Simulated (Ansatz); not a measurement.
**AlFH$_{2}$O$_{2}$···H$_{2}$: density, localisation and related maps**

Input

```
crystal:
  periodic: [false, false, false]
  atoms:
    - { symbol: Al, position_ang: [-0.009456, -0.391033, -0.091196] }
    - { symbol: F, position_ang: [0.082534, -0.498029, 1.582858] }
    - { symbol: O, position_ang: [1.383169, -0.443508, -1.036956] }
    - { symbol: H, position_ang: [2.276818, -0.536215, -0.705205] }
    - { symbol: O, position_ang: [-1.50298, -0.328555, -0.867116] }
    - { symbol: H, position_ang: [-2.352112, -0.316905, -0.423912] }
    - { symbol: H, position_ang: [0.014952, 2.187971, 0.883362] }
    - { symbol: H, position_ang: [0.043076, 1.610675, 1.312966] }
basis:
  gaussian: { orbitals: def2-SVP }
hamiltonian:
  xc: pbe0
  dispersion: d4
relax:
  f_tol: 0.03
  max_steps: 50
output:
  orbitals: {}
```

Run with:

```sh
ansatz run input.yaml --threads 2 --pin off --max-ram 3072MiB --backend cpu --events-out ev --progress --plain --runs-dir out
```

The fields are those of the run's last geometry, not of the input's.

All numbers below come from RKS PBE0-D4/def2-SVP (Ansatz).

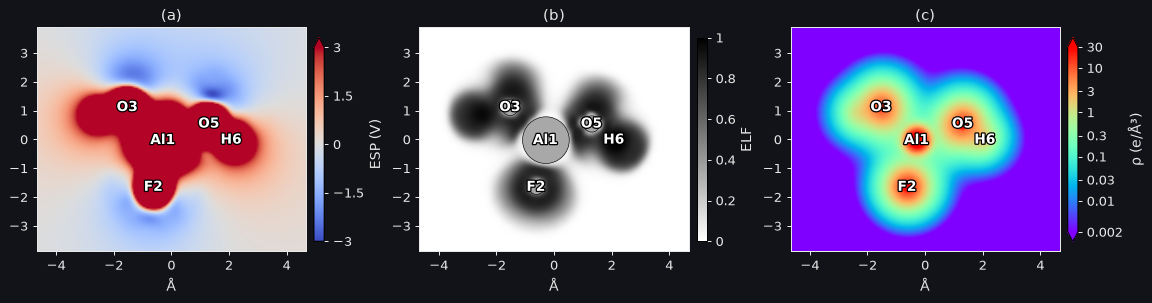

Figure 1. (a) electrostatic potential; (b) ELF; (c) total electron density on the plane of atoms Al1, O5 and H6. Grey discs cover the atomic cores in the ELF map.

What does the map show?

Atoms in the plane: Al, F, O and H. Al–F (1.67 Å): the density is about 0.78 e/Å³ at the midpoint; the ELF peaks at about 0.85 in the valence shell of F, 0.6 Å from its nucleus, and is about 0.20 at the midpoint. Al–O (1.69 Å): ρ is about 0.86 e/Å³ halfway; the ELF peaks at about 0.90 in the valence shell of O, 0.6 Å from its nucleus, and is about 0.40 at the midpoint. O–H (0.96 Å): ρ at the midpoint is about 3.7 e/Å³; the ELF climbs to about 1 towards the hydrogen, as it does in any bond to H; an ordinary covalent bond to hydrogen. The ELF also peaks beside F2, O5 and O3, away from the bonds: lone-pair regions. Outside the dense part of the complex the potential is most negative (−2.8 V) near O3 and O5.

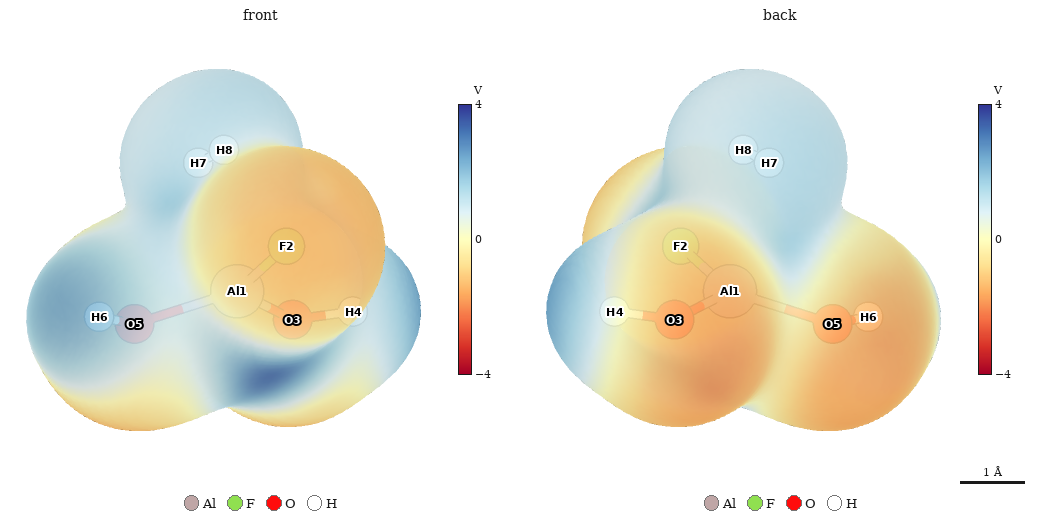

Figure 2. The molecular electrostatic potential painted on the density surface at 0.002 e/bohr³, seen from the front and from behind; red is negative and blue positive.

Where is the surface potential most negative and most positive?

The most negative region (about −1.8 V) lies over O3, the most positive (about +3.0 V) over Al1.

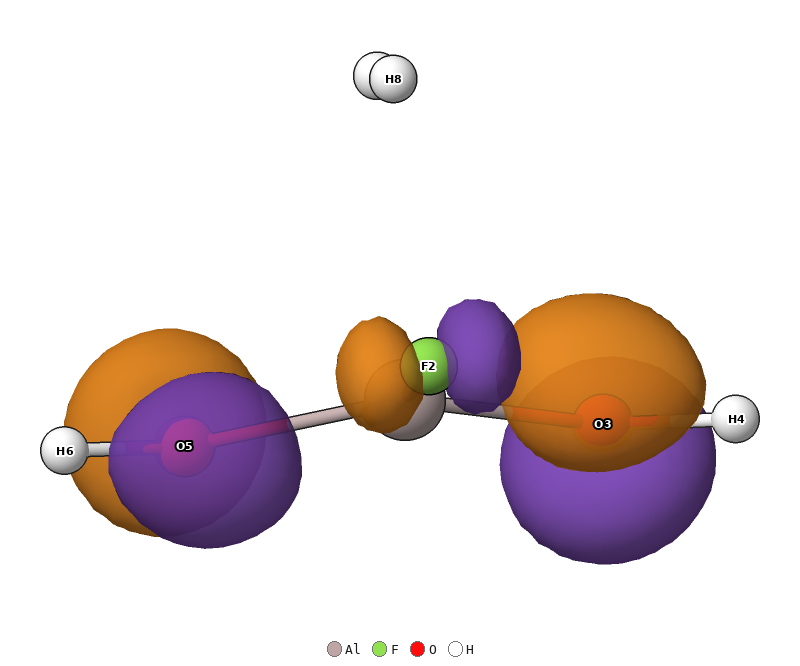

Figure 3. The HOMO−1 at ±0.2 Å⁻³ᐟ² (orange and purple are the two phases), seen at a tilt.

Where does this orbital lie, and at what energy?

By Hirshfeld shares it lies mainly on O3 (about 40 %), O5 (about 40 %), Al1 (about 10 %) and F2 (about 5 %); largely a combination of lone pairs on O3, O5 and F2. Its energy is −9.18 eV.
